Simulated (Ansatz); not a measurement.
**Geometry relaxation, with input and output: Si$_{13}$O$_{24}$ (part 4 of 4)**

The same run, continued: Si$_{13}$O$_{24}$ (defect cell, 37 atoms in the cell); DFT PBE, scalar-relativistic, plane waves, PAW, PAW set soft_1, no spin polarisation (Ansatz 0.2.0); cutoff 420 eV, 2×2×1 k-mesh, Fermi–Dirac smearing of 0.05 eV. The structure derives from an entry of the Crystallography Open Database. It belongs to a series of runs on one base structure; here: end point A relaxed.

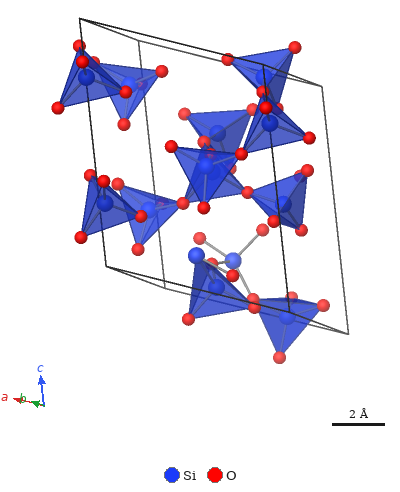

**Figure 1.** The geometry at step 23 of the log (polyhedral view of the cell of the calculation, seen at an oblique angle; polyhedra are completed across the faces of the cell).

## Trajectory as extended XYZ, continued
```
37
Lattice="-2.4550 4.2522 5.4000 4.9100 0.0000 5.4000 4.9100 8.5044 0.0000" Properties=species:S:1:pos:R:3:forces:R:3 step=19 energy=-21918.50142
Si    7.1354    8.7685    3.7806    0.0000   0.0131   0.0248
Si    4.2485    1.4619    7.2437   -0.0137  -0.0207   0.0127
Si    1.3233    2.0816   -0.2068    0.0444   0.0174   0.0116
O     6.4335    9.9891    4.5679    0.0087  -0.0247  -0.0165
O     0.6929    1.1623    1.0112   -0.0279   0.0029   0.0182
O     0.7026    5.1142    7.9635    0.0001   0.0199   0.0022
O     0.2554    3.9491    4.7769    0.0052   0.0134  -0.0176
O     0.3087    6.7905    5.8293   -0.0146   0.0039  -0.0078
O     4.4246    2.4080    8.5368    0.0156  -0.0227  -0.0144
Si    4.7430    4.3201    3.6755   -0.0242  -0.0017   0.0274
Si    6.1781    6.1235    7.1998    0.0182  -0.0578   0.0276
Si    3.7178    6.4790   -0.0629   -0.0118   0.0008   0.0009
O     3.7419    5.3893    4.3853    0.0266   0.0428  -0.0229
O     2.6573    5.8605    0.9996    0.0133   0.0044  -0.0120
O     3.3458    9.3500    8.1359    0.0285  -0.0093   0.0083
O     3.2136    7.9895    4.8518   -0.0060  -0.0230   0.0168
O     2.6443   10.9914    6.1390   -0.0045  -0.0023   0.0348
O     6.3208    7.1670    8.4554    0.0013   0.0075   0.0006
Si   -0.4978    4.1140    3.2731    0.0171   0.0134   0.0087
Si    1.1700    6.4384    7.1475    0.0057   0.0022   0.0135
Si    3.7343    6.5978    5.4633   -0.0239  -0.0082  -0.0056
O     3.6443    5.5335    9.1915   -0.0039  -0.0223  -0.0045
O     2.6637    6.0324    6.5779   -0.0080  -0.0350  -0.0128
O     0.7159    4.6768    2.2699   -0.0169   0.0509  -0.0176
O     5.5190    3.5162    4.8434   -0.0244   0.0084  -0.0127
O     5.1639    6.8532    6.1450    0.0111   0.0245  -0.0170
O     3.7443    3.4276    2.7616    0.0047   0.0021  -0.0019
Si    2.3233    8.4180    3.5531    0.0140  -0.0075  -0.0116
Si    3.6671   10.7495    7.3766   -0.0317   0.0230  -0.0179
Si    1.0684    2.7709    5.5190    0.0294   0.0119   0.0151
O     6.3800    9.7132    9.4610    0.0122   0.0018   0.0045
O     5.1427   10.5600    6.7441   -0.0118  -0.0328   0.0085
O     3.3374    8.6997    2.2991   -0.0062   0.0115   0.0043
O     8.1242    7.9085    4.7444    0.0078   0.0072   0.0026
O     3.4124    2.3689    6.1826   -0.0261   0.0468  -0.0303
O     6.0704    7.7245    3.0809   -0.0024  -0.0119  -0.0250
Si    2.7059    3.7481    6.8537   -0.0053  -0.0492   0.0048
37
Lattice="-2.4550 4.2522 5.4000 4.9100 0.0000 5.4000 4.9100 8.5044 0.0000" Properties=species:S:1:pos:R:3:forces:R:3 step=21 energy=-21918.50362
Si    7.1364    8.7695    3.7824   -0.0204  -0.0096   0.0028
Si    4.2480    1.4633    7.2445   -0.0066  -0.0074   0.0050
Si    1.3231    2.0826   -0.2050    0.0070  -0.0002  -0.0101
O     6.4359    9.9902    4.5690   -0.0034  -0.0088  -0.0033
O     0.6920    1.1625    1.0131    0.0073   0.0100  -0.0117
O     0.7021    5.1151    7.9645   -0.0048   0.0030   0.0058
O     0.2600    3.9512    4.7772    0.0125  -0.0017  -0.0062
O     0.3085    6.7922    5.8290   -0.0086  -0.0021   0.0036
O     4.4276    2.4083    8.5375    0.0181  -0.0129  -0.0031
Si    4.7460    4.3203    3.6738   -0.0156   0.0107   0.0027
Si    6.1766    6.1244    7.1989    0.0034   0.0038  -0.0030
Si    3.7172    6.4805   -0.0614   -0.0020  -0.0104  -0.0068
O     3.7432    5.3941    4.3731    0.0217   0.0193  -0.0324
O     2.6558    5.8613    0.9989   -0.0007  -0.0021   0.0028
O     3.3526    9.3491    8.1377    0.0236  -0.0098   0.0083
O     3.2072    7.9865    4.8548   -0.0206   0.0070  -0.0048
O     2.6424   10.9910    6.1429   -0.0177   0.0083   0.0133
O     6.3172    7.1715    8.4520    0.0025  -0.0044  -0.0008
Si   -0.4966    4.1146    3.2755   -0.0130  -0.0036   0.0036
Si    1.1716    6.4354    7.1452    0.0213   0.0103   0.0024
Si    3.7321    6.5941    5.4588    0.0045  -0.0211   0.0345
O     3.6421    5.5319    9.1940    0.0019   0.0058   0.0178
O     2.6616    6.0176    6.5702   -0.0031  -0.0191  -0.0138
O     0.7125    4.6805    2.2694   -0.0166   0.0024  -0.0033
O     5.5165    3.5168    4.8450   -0.0043  -0.0104   0.0023
O     5.1614    6.8514    6.1420    0.0003   0.0121  -0.0120
O     3.7529    3.4263    2.7559    0.0005  -0.0073  -0.0111
Si    2.3220    8.4191    3.5535    0.0009  -0.0089   0.0067
Si    3.6668   10.7500    7.3777    0.0071  -0.0077   0.0059
Si    1.0698    2.7709    5.5214   -0.0029   0.0116   0.0078
O     6.3813    9.7153    9.4626    0.0074   0.0118  -0.0009
O     5.1414   10.5576    6.7433   -0.0166  -0.0194  -0.0054
O     3.3371    8.7019    2.3010   -0.0059   0.0055   0.0002
O     8.1246    7.9105    4.7475    0.0102   0.0095  -0.0045
O     3.4140    2.3724    6.1818    0.0171  -0.0110  -0.0099
O     6.0713    7.7246    3.0818    0.0132   0.0114  -0.0067
Si    2.7024    3.7425    6.8610   -0.0176   0.0352   0.0242
37
Lattice="-2.4550 4.2522 5.4000 4.9100 0.0000 5.4000 4.9100 8.5044 0.0000" Properties=species:S:1:pos:R:3:forces:R:3 step=23 energy=-21918.50958
Si    7.1421    8.7755    3.7930   -0.0433  -0.0242  -0.0049
Si    4.2508    1.4735    7.2600   -0.0177   0.0140  -0.0245
Si    1.3178    2.0887   -0.1951   -0.0462  -0.0172  -0.0115
O     6.4559   10.0067    4.5735    0.0038  -0.0025   0.0131
O     0.6917    1.1665    1.0242    0.0284   0.0004  -0.0103
O     0.7073    5.1119    7.9688   -0.0039  -0.0085   0.0010
O     0.2721    3.9653    4.7856   -0.0052   0.0082   0.0001
O     0.3087    6.7947    5.8282    0.0151  -0.0198   0.0173
O     4.4446    2.4075    8.5574    0.0031   0.0069   0.0094
Si    4.7755    4.3171    3.6550   -0.0258   0.0054  -0.0184
Si    6.1552    6.1305    7.1924   -0.0138   0.0357  -0.0070
Si    3.7110    6.4864   -0.0471    0.0122  -0.0261   0.0073
O     3.7526    5.4128    4.2894    0.0124  -0.0012   0.0002
O     2.6406    5.8678    1.0043   -0.0037  -0.0078   0.0020
O     3.4064    9.3405    8.1459    0.0155   0.0011   0.0117
O     3.1582    7.9651    4.8683   -0.0275  -0.0164  -0.0211
O     2.6338   10.9841    6.1656   -0.0377   0.0194   0.0162
O     6.2819    7.1994    8.4292    0.0177  -0.0161  -0.0013
Si   -0.5060    4.1159    3.2923   -0.0316  -0.0351  -0.0154
Si    1.1872    6.4106    7.1257   -0.0140   0.0279  -0.0152
Si    3.7195    6.5654    5.4214    0.0130  -0.0094   0.0076
O     3.6292    5.5349    9.2068    0.0196   0.0298   0.0238
O     2.6529    5.9224    6.5148    0.0070   0.0194   0.0030
O     0.6885    4.6925    2.2735    0.0179  -0.0235  -0.0037
O     5.5093    3.5243    4.8566    0.0140   0.0063   0.0000
O     5.1387    6.8339    6.1187   -0.0040  -0.0001   0.0046
O     3.8215    3.4105    2.7106    0.0174  -0.0059  -0.0066
Si    2.3020    8.4262    3.5539    0.0039  -0.0055   0.0270
Si    3.6761   10.7507    7.3859    0.0404  -0.0332   0.0189
Si    1.0780    2.7813    5.5317   -0.0220   0.0022  -0.0147
O     6.3783    9.7293    9.4721   -0.0021   0.0156  -0.0183
O     5.1417   10.5543    6.7364   -0.0344  -0.0033  -0.0201
O     3.3338    8.7138    2.3161    0.0007   0.0040   0.0032
O     8.1238    7.9206    4.7678    0.0257   0.0219  -0.0211
O     3.4301    2.3984    6.1981    0.0506  -0.0527   0.0189
O     6.0799    7.7264    3.0908    0.0207   0.0192  -0.0049
Si    2.6860    3.7413    6.8984   -0.0056   0.0710   0.0336
37
Lattice="-2.4550 4.2522 5.4000 4.9100 0.0000 5.4000 4.9100 8.5044 0.0000" Properties=species:S:1:pos:R:3:forces:R:3 step=26 energy=-21918.51181
Si    7.1483    8.7769    3.7969   -0.0073  -0.0026  -0.0089
Si    4.2502    1.4798    7.2642    0.0054   0.0012   0.0317
Si    1.3133    2.0910   -0.1909    0.0265  -0.0035   0.0450
O     6.4710   10.0120    4.5783   -0.0105   0.0015  -0.0041
O     0.6913    1.1662    1.0283   -0.0005   0.0008  -0.0049
O     0.7113    5.1136    7.9701   -0.0028  -0.0042   0.0039
O     0.2760    3.9734    4.7870   -0.0122  -0.0104  -0.0114
O     0.3080    6.7943    5.8295   -0.0111  -0.0082  -0.0083
O     4.4489    2.4071    8.5674   -0.0047  -0.0130  -0.0102
Si    4.7872    4.3158    3.6529   -0.0114   0.0042  -0.0188
Si    6.1439    6.1303    7.1872    0.0203  -0.0119   0.0086
Si    3.7075    6.4850   -0.0447   -0.0132  -0.0275   0.0086
O     3.7574    5.4170    4.2666   -0.0023  -0.0122   0.0085
O     2.6251    5.8637    0.9931    0.0053   0.0079  -0.0133
O     3.4330    9.3364    8.1605   -0.0077   0.0003   0.0171
O     3.1364    7.9537    4.8705    0.0029  -0.0072  -0.0019
O     2.6188   10.9746    6.1873   -0.0097   0.0144   0.0204
O     6.2764    7.2018    8.4203    0.0004  -0.0038  -0.0010
Si   -0.5128    4.1167    3.2959    0.0039  -0.0135   0.0181
Si    1.1917    6.4067    7.1198   -0.0277   0.0069  -0.0019
Si    3.7137    6.5557    5.4110   -0.0009   0.0293  -0.0425
O     3.6318    5.5435    9.2098   -0.0045  -0.0155  -0.0240
O     2.6509    5.8976    6.5013   -0.0058  -0.0272   0.0091
O     0.6786    4.6917    2.2710    0.0236   0.0116  -0.0147
O     5.5074    3.5277    4.8645   -0.0004   0.0148   0.0024
O     5.1268    6.8320    6.1140    0.0023   0.0170   0.0066
O     3.8493    3.4085    2.6945    0.0048   0.0154   0.0092
Si    2.2948    8.4269    3.5516    0.0078   0.0124  -0.0047
Si    3.6790   10.7459    7.3929    0.0135   0.0065  -0.0105
Si    1.0764    2.7842    5.5322    0.0162   0.0204   0.0097
O     6.3790    9.7364    9.4677    0.0064  -0.0056   0.0067
O     5.1313   10.5451    6.7201    0.0006   0.0047  -0.0010
O     3.3313    8.7192    2.3184    0.0070   0.0082   0.0046
O     8.1356    7.9249    4.7693    0.0008   0.0172  -0.0118
O     3.4400    2.4155    6.2067    0.0007   0.0001  -0.0084
O     6.0897    7.7269    3.0931    0.0023  -0.0073  -0.0031
Si    2.6781    3.7492    6.9121   -0.0183  -0.0212  -0.0046
37
Lattice="-2.4550 4.2522 5.4000 4.9100 0.0000 5.4000 4.9100 8.5044 0.0000" Properties=species:S:1:pos:R:3:forces:R:3 step=28 energy=-21918.51220
Si    7.1478    8.7781    3.7972    0.0034  -0.0050   0.0053
Si    4.2523    1.4795    7.2654   -0.0036   0.0058  -0.0098
Si    1.3138    2.0902   -0.1904   -0.0077  -0.0013  -0.0210
O     6.4718   10.0128    4.5800   -0.0093   0.0004  -0.0023
O     0.6925    1.1653    1.0285   -0.0023  -0.0028  -0.0007
O     0.7097    5.1147    7.9701   -0.0012   0.0022  -0.0024
O     0.2763    3.9731    4.7861   -0.0027  -0.0002   0.0027
O     0.3078    6.7942    5.8286    0.0031   0.0017  -0.0046
O     4.4510    2.4055    8.5685   -0.0030   0.0041  -0.0040
Si    4.7871    4.3160    3.6530    0.0028  -0.0093   0.0002
Si    6.1440    6.1303    7.1861   -0.0157  -0.0061   0.0019
Si    3.7067    6.4848   -0.0452    0.0067   0.0075  -0.0122
O     3.7563    5.4156    4.2669   -0.0082  -0.0039   0.0045
O     2.6223    5.8633    0.9884   -0.0004  -0.0046   0.0005
O     3.4340    9.3387    8.1645    0.0038   0.0059   0.0014
O     3.1357    7.9530    4.8698    0.0005   0.0061  -0.0008
O     2.6148   10.9750    6.1919   -0.0082   0.0116   0.0061
O     6.2782    7.2015    8.4189    0.0040   0.0047   0.0035
Si   -0.5119    4.1154    3.2953    0.0111   0.0120   0.0089
Si    1.1906    6.4069    7.1192    0.0093   0.0053   0.0100
Si    3.7124    6.5553    5.4098    0.0103  -0.0003   0.0113
O     3.6325    5.5423    9.2089   -0.0033   0.0055   0.0088
O     2.6493    5.8949    6.5004    0.0005  -0.0128  -0.0017
O     0.6803    4.6910    2.2699   -0.0022  -0.0026   0.0036
O     5.5073    3.5274    4.8647    0.0042  -0.0080  -0.0012
O     5.1248    6.8334    6.1150   -0.0073   0.0036   0.0038
O     3.8506    3.4100    2.6926   -0.0039  -0.0047  -0.0087
Si    2.2958    8.4273    3.5506   -0.0040  -0.0008  -0.0063
Si    3.6782   10.7473    7.3946    0.0010  -0.0088  -0.0106
Si    1.0761    2.7850    5.5331    0.0072   0.0011   0.0015
O     6.3811    9.7370    9.4672    0.0035  -0.0008   0.0032
O     5.1289   10.5463    6.7193    0.0023   0.0007   0.0030
O     3.3328    8.7197    2.3184    0.0008  -0.0027   0.0022
O     8.1369    7.9259    4.7677    0.0048  -0.0035  -0.0009
O     3.4424    2.4160    6.2073    0.0055  -0.0125   0.0023
O     6.0891    7.7281    3.0943   -0.0018   0.0026   0.0017
Si    2.6770    3.7462    6.9136    0.0000   0.0098   0.0008
```

## Results in brief

- outcome: converged
- electrons treated: 196
- free energy: −21918.5122 eV
- Fermi energy: 6.658 eV
- final volume: 450.97 Å³
- largest force (length of the vector) at the end: 0.022 eV/Å
- hardware: 2 threads of Arm Neoverse V1, 24 GiB of memory available, shared host
- wall time: 3.2 min (CPU time 6.2 min)
- peak memory: 0.95 GiB

## Notes

The k-point mesh is coarse for a cell of this size, so the results may not be converged.
